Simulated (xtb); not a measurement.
# Energy and gradient calculation, with input and output: ZnH₈O₄ (charge +2)

ZnH₈O₄, charge +2, computed with GFN1-xTB (xtb 6.7.1).

The geometry comes from this level: GFN2-xTB.

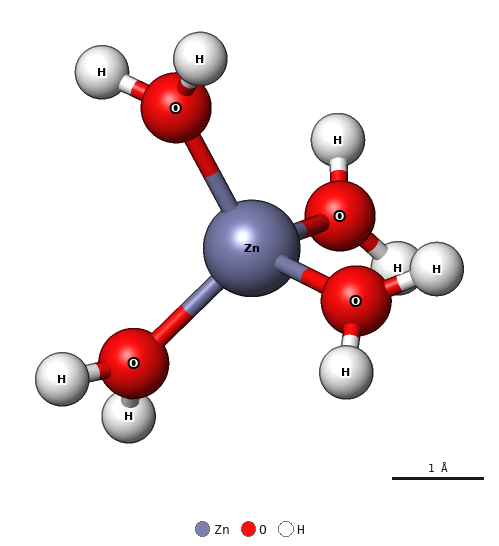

**Figure 1.** The structure as given in the input (ball-and-stick view, seen at a tilt). Sticks mark near contacts. Bond lengths as drawn: H–O 0.97 Å and O–Zn 1.84 to 1.85 Å.

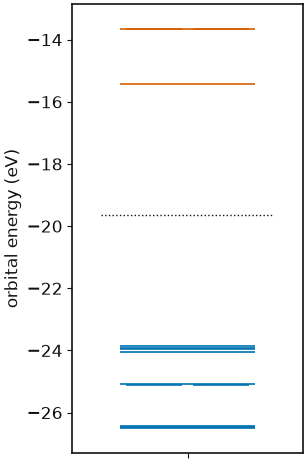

**Figure 2.** Orbital energies near the frontier; the dotted line parts filled from empty levels, and levels within 0.02 eV of each other stand side by side. Highest filled −23.86 eV, lowest empty −15.42 eV, 8.44 eV apart.

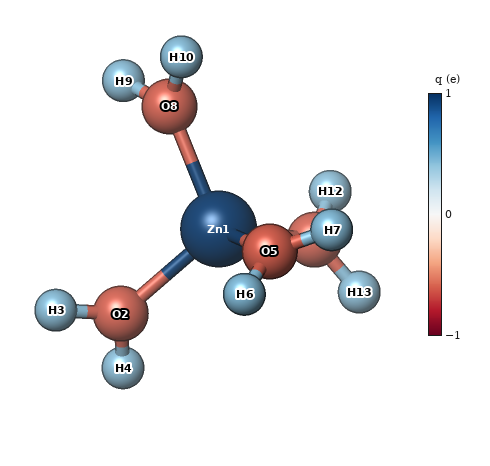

**Figure 3.** Mulliken charges, as the colour of each atom (ball-and-stick view, seen at a tilt; atoms are numbered from 1 in the order of the input). By element: Zn +0.96, O −0.61 and H +0.43 e.

The input that produced these results follows, with the program's output.

## Input (start.xyz)
```
13

Zn     0.00826000    -0.00812000     0.00890000
O      0.22467000     0.15026000     1.83259000
H      0.36587000     0.97376000     2.32583000
H      0.16857000    -0.56318000     2.48780000
O      1.63258000     0.12399000    -0.85711000
H      2.48026000     0.37743000    -0.45906000
H      1.82511000    -0.16799000    -1.76238000
O     -1.08759000     1.36022000    -0.56579000
H     -1.88274000     1.70141000    -0.12728000
H     -0.92739000     1.92722000    -1.33677000
O     -0.76705000    -1.62534000    -0.41766000
H     -1.66275000    -1.73764000    -0.77311000
H     -0.37780000    -2.51203000    -0.35596000
```

Command:
```bash
xtb start.xyz --grad -c 2 --json --gfn 1 -P 1 > out.txt
```

## Output
```
* xtb version 6.7.1
   ID    Z sym.   atoms
    1   30 Zn     1
    2    8 O      2, 5, 8, 11
    3    1 H      3, 4, 6, 7, 9, 10, 12, 13

           -------------------------------------------------
          |                Calculation Setup                |
           -------------------------------------------------

          program call               : xtb start.xyz --grad -c 2 --json --gfn 1 -P 1
          coordinate file            : start.xyz
          omp threads                :                     1

           -------------------------------------------------
          |                 G F N 1 - x T B                 |
           -------------------------------------------------

      * Hamiltonian:
        H0-scaling (s, p, d)           1.850000    2.250000    2.000000
        zeta-weighting                 0.000000
      * Dispersion:
        s8                             2.400000
        a1                             0.630000
        a2                             5.000000
        s9                             0.000000
      * Repulsion:
        kExp                           1.500000
        rExp                           1.000000
      * Coulomb:
        alpha                          2.000000
        third order                    atomic
        anisotropic                    false
      * Halogen bond correction:
        rad-scale                      1.300000
        damping                        0.440000

          ...................................................
          :                      SETUP                      :
          :.................................................:
          :  # basis functions                  36          :
          :  # atomic orbitals                  36          :
          :  # shells                           26          :
          :  # electrons                        32          :
          :  # halogen bonds                     0          :
          :  max. iterations                   250          :
          :  Hamiltonian                  GFN1-xTB          :
          :  restarted?                      false          :
          :  GBSA solvation                  false          :
          :  PC potential                    false          :
          :  electronic temp.          300.0000000     K    :
          :  accuracy                    1.0000000          :
          :  -> integral cutoff          0.2500000E+02      :
          :  -> integral neglect         0.1000000E-07      :
          :  -> SCF convergence          0.1000000E-05 Eh   :
          :  -> wf. convergence          0.2000000E-04 e    :
          :  Broyden damping             0.4000000          :
          :  net charge                          2          :
          :  unpaired electrons                  0          :
          ...................................................

 iter      E             dE          RMSdq      gap      omega  full diag
   1    -23.0434830 -0.230435E+02  0.479E+00    8.73       0.0  T
   2    -23.0468620 -0.337901E-02  0.279E+00    8.49       1.0  T
   3    -23.0470698 -0.207817E-03  0.180E-01    8.41       1.0  T
   4    -23.0472089 -0.139072E-03  0.304E-02    8.42       1.0  T
   5    -23.0472157 -0.676931E-05  0.334E-04    8.44      82.9  T
   6    -23.0472157 -0.668138E-09  0.667E-05    8.44     415.6  T
   7    -23.0472157 -0.130171E-10  0.120E-05    8.44    2307.2  T

   *** convergence criteria satisfied after 7 iterations ***

         #    Occupation            Energy/Eh            Energy/eV
      -------------------------------------------------------------
         1        2.0000           -1.1317577             -30.7967
       ...           ...                  ...                  ...
        10        2.0000           -0.9232229             -25.1222
        11        2.0000           -0.9231568             -25.1204
        12        2.0000           -0.9222169             -25.0948
        13        2.0000           -0.8836866             -24.0463
        14        2.0000           -0.8799976             -23.9460
        15        2.0000           -0.8789973             -23.9187
        16        2.0000           -0.8767230             -23.8568 (HOMO)
        17                         -0.5666572             -15.4195 (LUMO)
        18                         -0.5023258             -13.6690
        19                         -0.5018702             -13.6566
        20                         -0.5013603             -13.6427
        21                         -0.3940408             -10.7224
       ...                                ...                  ...
        36                          0.1815549               4.9404
      -------------------------------------------------------------
                  HL-Gap            0.3100658 Eh            8.4373 eV
             Fermi-level           -0.7216901 Eh          -19.6382 eV

 SCC (total)                   0 d,  0 h,  0 min,  0.012 sec
 SCC setup                      ...        0 min,  0.000 sec (  0.953%)
 Dispersion                     ...        0 min,  0.000 sec (  0.415%)
 classical contributions        ...        0 min,  0.000 sec (  0.194%)
 integral evaluation            ...        0 min,  0.003 sec ( 22.882%)
 iterations                     ...        0 min,  0.003 sec ( 22.289%)
 molecular gradient             ...        0 min,  0.006 sec ( 51.687%)
 printout                       ...        0 min,  0.000 sec (  1.474%)

         :::::::::::::::::::::::::::::::::::::::::::::::::::::
         ::                     SUMMARY                     ::
         :::::::::::::::::::::::::::::::::::::::::::::::::::::
         :: total energy             -22.905595694676 Eh    ::
         :: gradient norm              0.022603439653 Eh/a0 ::
         :: HOMO-LUMO gap              8.437318750408 eV    ::
         ::.................................................::
         :: SCC energy               -23.047215680257 Eh    ::
         :: -> electrostatic           0.456436851192 Eh    ::
         :: repulsion energy           0.145274185419 Eh    ::
         :: dispersion energy         -0.003654199839 Eh    ::
         :: halogen bond corr.         0.000000000000 Eh    ::
         :: add. restraining           0.000000000000 Eh    ::
         :: total charge               2.000000000000 e     ::
         :::::::::::::::::::::::::::::::::::::::::::::::::::::

           -------------------------------------------------
          |                Property Printout                |
           -------------------------------------------------

    * Orbital Energies and Occupations

         #    Occupation            Energy/Eh            Energy/eV
      -------------------------------------------------------------
         1        2.0000           -1.1317577             -30.7967
       ...           ...                  ...                  ...
         4        2.0000           -1.1288869             -30.7186
         5        2.0000           -0.9759747             -26.5576
         6        2.0000           -0.9745405             -26.5186
         7        2.0000           -0.9737992             -26.4984
         8        2.0000           -0.9729448             -26.4752
         9        2.0000           -0.9714260             -26.4338
        10        2.0000           -0.9232229             -25.1222
        11        2.0000           -0.9231568             -25.1204
        12        2.0000           -0.9222169             -25.0948
        13        2.0000           -0.8836866             -24.0463
        14        2.0000           -0.8799976             -23.9460
        15        2.0000           -0.8789973             -23.9187
        16        2.0000           -0.8767230             -23.8568 (HOMO)
        17                         -0.5666572             -15.4195 (LUMO)
        18                         -0.5023258             -13.6690
        19                         -0.5018702             -13.6566
        20                         -0.5013603             -13.6427
        21                         -0.3940408             -10.7224
        22                         -0.3876584             -10.5487
        23                         -0.3846925             -10.4680
        24                         -0.3757905             -10.2258
        25                         -0.3710981             -10.0981
        26                         -0.0802498              -2.1837
        27                         -0.0774046              -2.1063
       ...                                ...                  ...
        36                          0.1815549               4.9404
      -------------------------------------------------------------
                  HL-Gap            0.3100658 Eh            8.4373 eV
             Fermi-level           -0.7216901 Eh          -19.6382 eV

  Mulliken/CM5 charges         n(s)   n(p)   n(d)
     1Zn    0.96479  1.27865   0.490  0.545  0.000
     2O    -0.60532 -1.01259   1.685  4.920  0.000
     3H     0.43172  0.59604   0.568  0.000  0.000
     4H     0.43289  0.59716   0.567  0.000  0.000
     5O    -0.60503 -1.01181   1.685  4.920  0.000
     6H     0.43279  0.59713   0.567  0.000  0.000
     7H     0.43147  0.59571   0.569  0.000  0.000
     8O    -0.60582 -1.01298   1.685  4.921  0.000
     9H     0.43156  0.59596   0.568  0.000  0.000
    10H     0.43221  0.59660   0.568  0.000  0.000
    11O    -0.60560 -1.01285   1.685  4.920  0.000
    12H     0.43215  0.59661   0.568  0.000  0.000
    13H     0.43219  0.59637   0.568  0.000  0.000

Wiberg/Mayer (AO) data.
largest (>0.10) Wiberg bond orders for each atom

 ---------------------------------------------------------------------------
     #   Z sym  total        # sym  WBO       # sym  WBO       # sym  WBO
 ---------------------------------------------------------------------------
     1  30 Zn   1.731 --     2 O    0.414     5 O    0.414    11 O    0.413
                             8 O    0.412
     2   8 O    2.059 --     3 H    0.801     4 H    0.800     1 Zn   0.414
     3   1 H    0.814 --     2 O    0.801
     4   1 H    0.813 --     2 O    0.800
     5   8 O    2.060 --     7 H    0.801     6 H    0.800     1 Zn   0.414
     6   1 H    0.813 --     5 O    0.800
     7   1 H    0.814 --     5 O    0.801
     8   8 O    2.058 --     9 H    0.801    10 H    0.800     1 Zn   0.412
     9   1 H    0.814 --     8 O    0.801
    10   1 H    0.814 --     8 O    0.800
    11   8 O    2.059 --    13 H    0.800    12 H    0.800     1 Zn   0.413
    12   1 H    0.814 --    11 O    0.800
    13   1 H    0.813 --    11 O    0.800
 ---------------------------------------------------------------------------

Topologies differ in total number of bonds
Writing topology from bond orders to xtbtopo.mol

 dipole moment from electron density (au)
     X       Y       Z
   0.0071  -0.0394   0.0371  total (Debye):    0.139

           -------------------------------------------------
          | TOTAL ENERGY              -22.905595694676 Eh   |
          | GRADIENT NORM               0.022603439653 Eh/α |
          | HOMO-LUMO GAP               8.437318750408 eV   |
           -------------------------------------------------

------------------------------------------------------------------------
------------------------------------------------------------------------
 total:
 *  cpu-time:     0 d,  0 h,  0 min,  0.020 sec
 * ratio c/w:     1.000 speedup
 SCF:
 *  cpu-time:     0 d,  0 h,  0 min,  0.012 sec
 * ratio c/w:     1.000 speedup
```

## Key numbers

```json
{"quantity": "outcome", "value": "converged"}
{"quantity": "electrons treated", "value": "32"}
{"quantity": "total energy", "value": "−22.905596 hartree"}
{"quantity": "dispersion energy", "value": "−0.003654 hartree"}
{"quantity": "basis functions", "value": "36"}
{"quantity": "largest force", "value": "0.457 eV/Å"}
{"quantity": "HOMO", "value": "−23.86 eV"}
{"quantity": "LUMO", "value": "−15.42 eV"}
{"quantity": "hardware", "value": "1 thread of Intel Xeon @ 2.50GHz (Skylake/Cascade Lake), 16 GiB of memory available, shared host"}
{"quantity": "peak memory", "value": "0.071 GiB"}
```
